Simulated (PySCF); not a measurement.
Bond curves of CS, singlet, x2c-TZVPPall (sfX2C-1e), PySCF: energy from the separated fragments (atoms in their ground configurations, no counterpoise). One reference determinant with the occupation held, the lowest that a PBE0 search over spins and occupations found; no spin-orbit coupling. Splines pass through the computed points, which are marked. References: UKS for PBE, BP86, r2SCAN0 and wB97X-V; RHF for MP2. With PBE, BP86, r2SCAN0, wB97X-V and MP2 the solution stays closed-shell at all points drawn; such a solution can't reach the open-shell fragments at long range.

Methods: BP86, PBE, wB97X-V, r2SCAN0 and MP2.

**Where is the minimum of each curve?**

BP86: near 1.55 Å, −7.74 eV; PBE: near 1.55 Å, −7.80 eV; wB97X-V: near 1.52 Å, −7.28 eV; r2SCAN0: near 1.52 Å, −6.91 eV; MP2: near 1.54 Å, −7.48 eV (from the spline).

**What values does the calculation give?**

In eV:
```csv
bond length (Å),BP86,PBE,wB97X-V,r2SCAN0,MP2
1.32,−5.64,−5.70,−5.41,−5.05,−5.45
1.38,−6.74,−6.80,−6.46,−6.09,−6.54
1.44,−7.38,−7.44,−7.04,−6.67,−7.16
1.49,−7.63,−7.69,−7.24,−6.86,−7.40
1.53,−7.74,−7.79,−7.28,−6.91,−7.48
1.58,−7.72,−7.77,−7.20,−6.83,−7.44
1.64,−7.56,−7.61,−6.95,−6.59,−7.24
1.71,−7.21,−7.26,−6.48,−6.13,−6.84
1.81,−6.66,−6.69,−5.76,−5.44,−6.21
1.93,−5.80,−5.82,−4.68,−4.41,−5.20
```

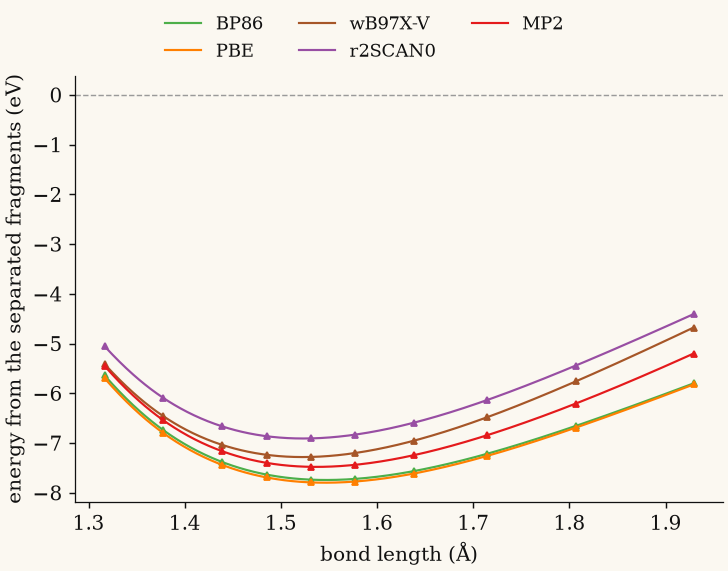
